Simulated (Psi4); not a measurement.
# AlI (iodoaluminum): wB97M-V/def2-TZVPPD (core potential)

What is the vertical ionisation energy of AlI (iodoaluminum) at wB97M-V/def2-TZVPPD (core potential)? 

The calculation is run with Psi4 1.11.

### 1 Starting point

The species is AlI (2 atoms), meant as a singlet with charge 0. SMILES: `[Al][I]`. Geometry: the measured bond length.

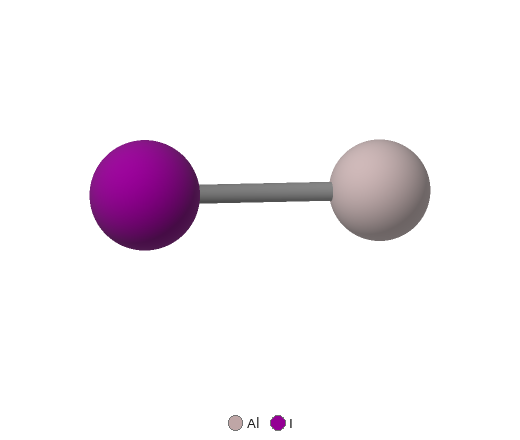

Viewed from a chosen angle; aluminium light grey, iodine purple.

### 2 The energy at wB97M-V/def2-TZVPPD (core potential)

File ali.xyz:

```xyz
2
AlI
Al     0.000000     0.000000     0.000000
I      0.000000     0.000000     2.537102
```

File run_ase.py:

```python
import numpy as np
from ase.calculators.psi4 import Psi4
from ase.io import read

a = read('ali.xyz')
calc = Psi4(atoms=a, method='wb97m-v', basis='def2-TZVPPD', memory='1600MB', num_threads=1, charge=0, multiplicity=1, label='ali', reference='rks')
calc.psi4.set_options({'puream': True, 'e_convergence': 1e-09, 'd_convergence': 1e-08, 'scf_type': 'pk', 'dft_radial_points': 99, 'dft_spherical_points': 590})
a.calc = calc

print(f'energy: {a.get_potential_energy():.6f} eV')
```

The run is started by

```console
$ python run_ase.py
```

ali.dat, cut to the lines that bear on the results:

```text
[...]
    !!!  WARNING: ECP capability is in beta. Please check occupations closely.  !!!
[...]
  Running in c1 symmetry.
[...]
  Nuclear repulsion =   67.787023725396139
[...]
  Multiplicity = 1
[...]
  Nalpha       = 19
  Nbeta        = 19
[...]
    Number of basis functions: 107
[...]
   @RKS iter   1:  -539.51700097477681   -2.11975e+00   1.00923e-02 DIIS/ADIIS
[...]
   @RKS iter  13:  -540.16020274863081   -5.68434e-12   4.51903e-09 DIIS
[...]
    Orbital Energies [Eh]
    ---------------------
    Doubly Occupied:
       1A    -56.347687     2A     -6.990143     3A     -4.993295
       4A     -4.991445     5A     -4.991445     6A     -4.325628
       7A     -2.839051     8A     -2.839051     9A     -2.836135
      10A     -2.013793    11A     -2.012633    12A     -2.012633
      13A     -2.010841    14A     -2.010839    15A     -0.794089
      16A     -0.462366    17A     -0.359150    18A     -0.359150
      19A     -0.316136
[...]
  @RKS Final Energy:  -540.16020274863081
   => Energetics <=
    Nuclear Repulsion Energy =             67.7870237253961392
    One-Electron Energy =                -990.6133028940116674
    Two-Electron Energy =                 412.4827935303009099
    DFT Exchange-Correlation Energy =     -29.9673211073289458
    Empirical Dispersion Energy =           0.0000000000000000
    VV10 Nonlocal Energy =                  0.1506039970128083
    Total Energy =                       -540.1602027486308089
[...]
 Multipole Moments:
 ------------------------------------------------------------------------------------
     Multipole            Electronic (a.u.)      Nuclear  (a.u.)        Total (a.u.)
 ------------------------------------------------------------------------------------
 L = 1.  Multiply by 2.5417464519 to convert [e a0] to [Debye]
 Dipole X            :          0.0000004            0.0000000            0.0000004
 Dipole Y            :         -0.0000005            0.0000000           -0.0000005
 Dipole Z            :         29.5418544          -30.3836614           -0.8418070
 Magnitude           :                                                    0.8418070
[...]
```

The script printed:

```text
energy: -14698.507792 eV
```

Wall time 76 s (1 thread of AMD EPYC (Zen 3), shared host); peak memory 0.75 GiB.

### 3 The doublet cation at the same level

File run.py:

```python
import psi4

psi4.set_memory('1600 MB')
psi4.set_num_threads(1)
psi4.core.set_output_file('ali.out', False)

geom = psi4.geometry("""
1 2
Al
I 1 2.537102
units angstrom
symmetry c1
""")

options = {'basis': 'def2-TZVPPD', 'reference': 'uks', 'puream': True, 'e_convergence': 1e-09, 'd_convergence': 1e-08, 'scf_type': 'pk', 'dft_radial_points': 99, 'dft_spherical_points': 590, 'maxiter': 100}
psi4.set_options(options)

E = psi4.energy("WB97M-V")
print('E =', round(E, 9))
```

The run is started by

```console
$ python run.py
```

ali.out, cut to the lines that bear on the results:

```text
[...]
    !!!  WARNING: ECP capability is in beta. Please check occupations closely.  !!!
[...]
  Running in c1 symmetry.
[...]
  Nuclear repulsion =   67.787023725396139
[...]
  Multiplicity = 2
[...]
  Nalpha       = 19
  Nbeta        = 18
[...]
    Number of basis functions: 107
[...]
   @UKS iter   1:  -539.23836999857292   -1.84112e+00   9.47851e-03 DIIS/ADIIS
[...]
   @UKS iter  19:  -539.83588227079372   -1.31877e-11   4.61841e-09 DIIS
[...]
   @S^2 Observed:                7.587913908E-01
[...]
    Orbital Energies [Eh]
    ---------------------
    Alpha Occupied:
       1A    -56.633941     2A     -7.226973     3A     -5.237291
       4A     -5.224568     5A     -5.224568     6A     -4.607864
       7A     -3.120968     8A     -3.120968     9A     -3.119744
      10A     -2.256646    11A     -2.252370    12A     -2.252370
      13A     -2.241566    14A     -2.241564    15A     -1.025536
      16A     -0.704828    17A     -0.574036    18A     -0.574036
      19A     -0.566309
    Alpha Virtual:
      20A     -0.220511    21A     -0.220511    22A     -0.148187
      23A     -0.108434    24A     -0.071325    25A     -0.071325
[...]
  @UKS Final Energy:  -539.83588227079372
   => Energetics <=
    Nuclear Repulsion Energy =             67.7870237253961392
    One-Electron Energy =                -981.3022968097916419
    Two-Electron Energy =                 403.3832258404697768
    DFT Exchange-Correlation Energy =     -29.8519578442283944
    Empirical Dispersion Energy =           0.0000000000000000
    VV10 Nonlocal Energy =                  0.1481228173604684
    Total Energy =                       -539.8358822707937179
[...]
 Multipole Moments:
 ------------------------------------------------------------------------------------
     Multipole            Electronic (a.u.)      Nuclear  (a.u.)        Total (a.u.)
 ------------------------------------------------------------------------------------
 L = 1.  Multiply by 2.5417464519 to convert [e a0] to [Debye]
 Dipole X            :         -0.0000001            0.0000000           -0.0000001
 Dipole Y            :         -0.0000000            0.0000000           -0.0000000
 Dipole Z            :         27.2948115          -30.3836614           -3.0888499
 Magnitude           :                                                    3.0888499
[...]
```

On the terminal:

```text
E = -539.835882271
```

Wall time 2.3 min (1 thread of AMD EPYC (Zen 3), shared host); peak memory 0.74 GiB.

### 4 Summary of results

Level: wB97M-V/def2-TZVPPD (core potential).

| quantity | value |
| --- | --- |
| singlet AlI: total energy | -540.16020 Eh |
| singlet AlI: dipole moment | 2.14 D |
| singlet AlI: HOMO energy | -8.60 eV |
| singlet AlI: LUMO energy | -0.21 eV |
| singlet AlI: HOMO–LUMO gap | 8.39 eV |
| doublet cation: total energy | -539.83588 Eh |
| doublet cation: HOMO energy (highest over α and β) | -15.41 eV |
| doublet cation: LUMO energy (lowest over α and β) | -9.08 eV |
| doublet cation: ⟨S²⟩ | 0.759 |
| vertical ionisation energy (to the doublet cation) | 8.825 eV |

In words: The vertical ionisation energy comes to 8.83 eV (204 kcal/mol). The negative HOMO energy of the first species, 8.60 eV, lies 0.22 eV below that difference.
